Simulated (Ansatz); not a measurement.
PtTe2: pressure series

Base system: PtTe$_{2}$ (space group P-3m1, No. 164; a = 4.009 Å, c = 4.959 Å; layered).

Cell and atoms are relaxed at each pressure.

Computed with PBEsol-D3(BJ) (Ansatz, a first-principles code), spin-orbit coupling left out.

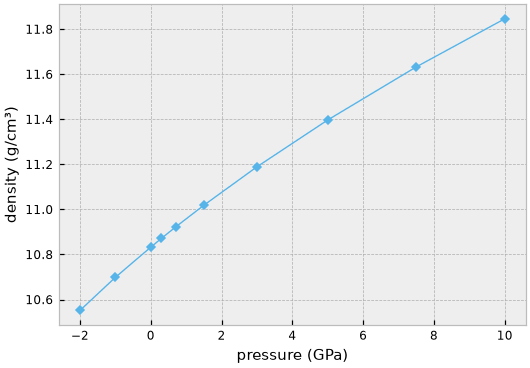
Figure. Density against pressure

```
pressure (GPa)      density
--------------  -----------
-2              10.55 g/cm³
-1              10.70 g/cm³
0.3             10.87 g/cm³
0.7             10.92 g/cm³
1.5             11.02 g/cm³
3               11.19 g/cm³
5               11.40 g/cm³
7.5             11.63 g/cm³
10              11.85 g/cm³
```

Load acts through the strain it causes; cell and atoms are relaxed under it. Stability against distortions was not tested. Competing high-pressure phases were not computed. The final runs are not spin-polarised.
